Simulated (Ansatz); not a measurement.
**GaN: N interstitial (started 1.97 Å from the nearest host atom)**

The reference is a 16-atom supercell of GaN in the zinc blende structure (space group F-43m, No. 216; a = 4.549 Å) at its relaxed geometry.

Perturbation: one N atom is added in an open site, starting 1.97 Å from the nearest host atom, atoms relaxed at fixed cell, starting from a slightly rattled geometry.

Calculations: PBE (Ansatz, a first-principles code; PAW; 420 eV plane waves; no spin-orbit coupling). Settings: 5×5×5 k-points, 0.01 eV Fermi–Dirac smearing.

```json
[
 {"quantity": "pressure", "base": "0.0 GPa", "changed": "12.9 GPa", "shift": "+12.9 GPa"},
 {"quantity": "final site of the added atom", "base": "–", "changed": "1 N at 1.35 Å and 3 Ga at 1.83–2.37 Å", "shift": "–"}
]
```

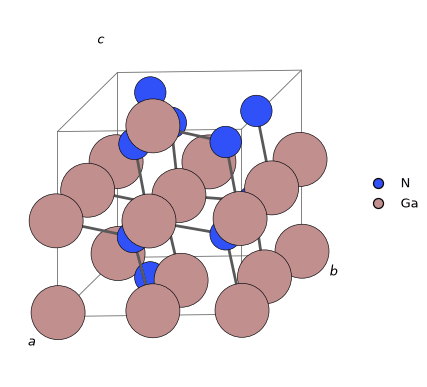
Figure. The relaxed cell after the change

The magnetic state is the one reached from the starting moments; the real material's order can differ, and small cells can't hold many antiferromagnetic ones. The cell is small, so the values are those of an ordered compound at a high defect concentration; dilute-limit values will differ. The mesh was chosen for an insulator and is coarse for the gapless case. Starting moments died away, wholly or in part, for N interstitial (started 1.97 Å from the nearest host atom); another magnetic solution may exist. The defect cell is spin-polarised and ends with 1.0 μB. This is not the structure that GaN has at room temperature and ambient pressure.
